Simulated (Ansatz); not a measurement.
ClHOSi2

The calculation's input:

```
crystal:
  periodic: [false, false, false]
  atoms:
    - {symbol: Cl, position_ang: [-1.098647, -1.111925, -1.545064]}
    - {symbol: O, position_ang: [0.542625, -0.568739, 0.803694]}
    - {symbol: Si, position_ang: [-1.058962, -0.942400, 0.572363]}
    - {symbol: Si, position_ang: [2.208388, -0.386935, 0.919767]}
    - {symbol: H, position_ang: [2.215456, 1.156078, 0.865430]}
basis:
  gaussian: {orbitals: def2-TZVPD}
magnetization: {spin_polarized: false}
hamiltonian: {xc: pbe0}
output: {forces: true, orbitals: {seedname: orbitals}}
```

Launched as:

```sh
ansatz run input.yaml --threads 1 --pin off --max-ram 2610MiB --events-out events.jsonl --progress --plain --runs-dir runs
```

Geometry: B3LYP-D3(BJ)/def2-SVP.

Computed with isolated molecule in a Gaussian basis; Kohn-Sham density functional theory, functional PBE0 (Ansatz).

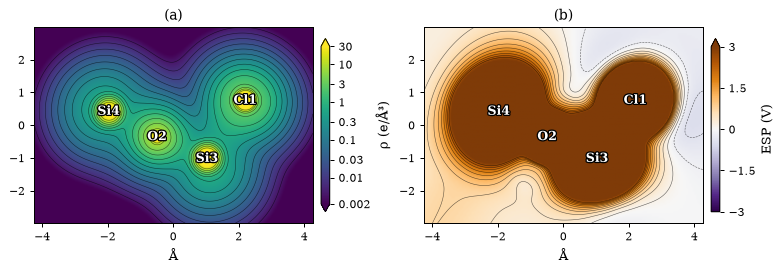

Figure 1. (a) total electron density; (b) electrostatic potential on the plane of atoms Cl1, Si3 and O2.

### Describe what can be read from this map.

- The section cuts through Cl, O and Si sites.
- Si–O (1.66 Å): ρ is about 1.1 e/Å³ halfway.
- Si–Cl (2.12 Å): ρ at the midpoint is about 0.79 e/Å³.
- Outside the dense part of the molecule the potential is most negative (−0.5 V) near Cl1.

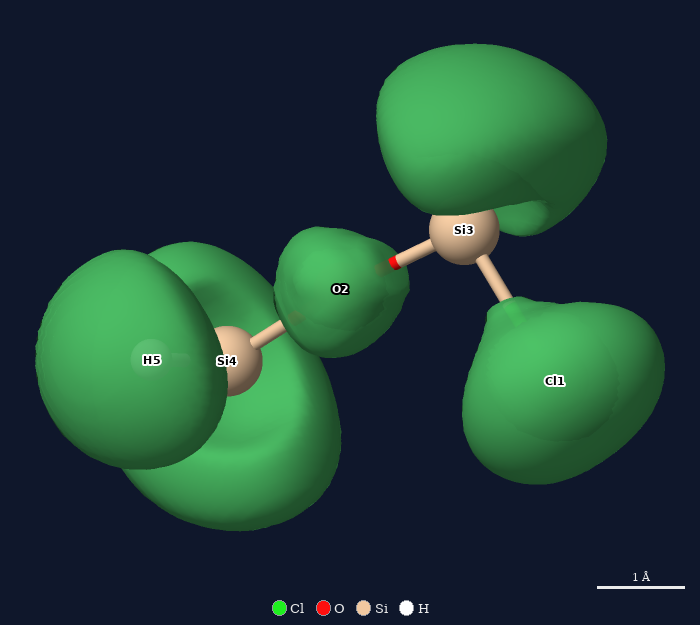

Figure 2. Isosurface of the ELF at 0.8 (green), seen at a tilt. Core shells and regions of very low density are left out.

### Where are the electrons localised?

At this value the surface marks out one region around a hydrogen nucleus, one region on Cl in which the atom's valence shell and bonds are merged, two lobes on Si, pointing away from the bonds (lone pairs) and one region wrapped around O (its lone pairs, merged into a ring or cap). Along the contacts the grid gives the following. Si–O (1.66 Å): the ELF peaks at about 0.85 between the atoms: a shared but strongly polarised pair. Si–Cl (2.12 Å): the ELF peaks at about 0.85 between the atoms, as expected for a polar covalent bond.

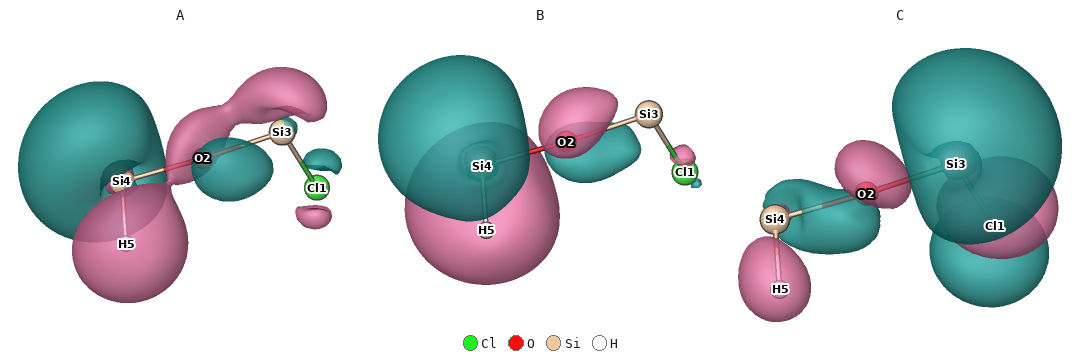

Figure 3. Three frontier orbitals at ±0.08 Å⁻³ᐟ² (teal and pink are the two phases), in no order.

### Order the three orbitals by energy and name them.

C is the HOMO−1 (−7.73 eV). Its weight (Hirshfeld) is mainly on Si3 (about 65 %), Cl1 (about 25 %) and O2 (about 10 %). A is the HOMO (−6.85 eV). Its weight (Hirshfeld) is mainly on Si4 (about 65 %), H5 (about 20 %) and O2 (about 10 %). B is the LUMO (−2.62 eV). Its weight (Hirshfeld) is mainly on Si4 (about 85 %) and O2 (about 10 %).

### What is the HOMO–LUMO gap?

4.23 eV between the orbital energies.
